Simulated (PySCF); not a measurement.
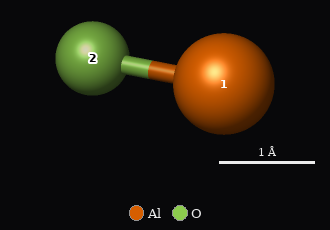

*The structure as given in the input (ball-and-stick view, seen at a tilt; atoms are numbered from 1 in the order of the input). Sticks mark near contacts.*

## Single-point calculation, with input and output: AlO

- system: AlO, multiplicity 2
- method: UHF/cc-pvdz, mp2 (PySCF 2.14.0)

Some settings of this run were made unusual or wrong on purpose.

### Log
```
WARN: HOMO -0.24068787661641 >= LUMO -0.24068787661641

converged SCF energy = -316.719206871917  <S^2> = 0.80329314  2S+1 = 2.0526014
E(DFUMP2) = -316.932377602729  E_corr = -0.213170730812923
E(SCS-DFUMP2) = -316.925825955183  E_corr = -0.206619083266702
Dipole moment(X, Y, Z, Debye): -0.00000,  0.00000, -2.30581
orbital energies (hartree): [array([-0.5218, -0.5218, -0.3555,  0.0597,  0.0597,  0.1421]), array([-0.475 , -0.475 , -0.3586,  0.0146,  0.0732,  0.0732])]
```

This output came from the following input.

### Input file
```python
from pyscf import gto, scf, mp

mol = gto.M(
    atom='Al 0 0 0; O 0 0 1.534',
    basis='cc-pvdz',
    charge=0,
    spin=1,
    verbose=3,
)
mf = scf.UHF(mol)
mf = mf.density_fit(auxbasis='def2-universal-jkfit')
mf.init_guess = 'chk'
mf = mf.newton()
mf.kernel()
mp.MP2(mf, frozen=6).kernel()
mf.dip_moment()
print('orbital energies (hartree):', [e[max(0, n-3):n+3].round(4) for e, n in zip(mf.mo_energy, mol.nelec)])
```

Launch command:
```bash
OMP_NUM_THREADS=1 python input.py
```

### Outcome

```tsv
quantity	value
outcome	converged
SCF energy	−316.719207 hartree
⟨S²⟩	0.803
dipole moment	2.31 D
hardware	1 CPU thread, shared host
wall time	0.84 s
```

### What went wrong

Some settings of this run were drawn to be unusual or wrong. It converged; results that depend on the unusual settings are not reference values.
